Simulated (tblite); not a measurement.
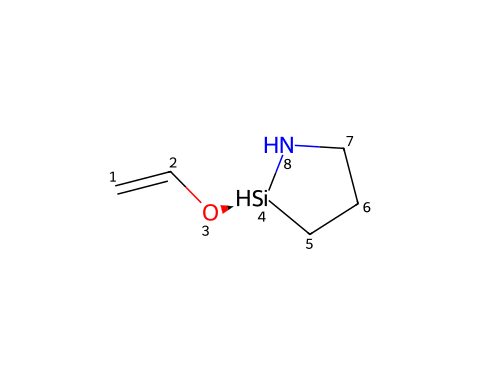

Skeletal drawing with numbered atoms; wedges and dashes mark any stereocentres. The configuration is that of a computed structure (GFN2-xTB).

Give the R/S and E/Z labels.

Si4: R.
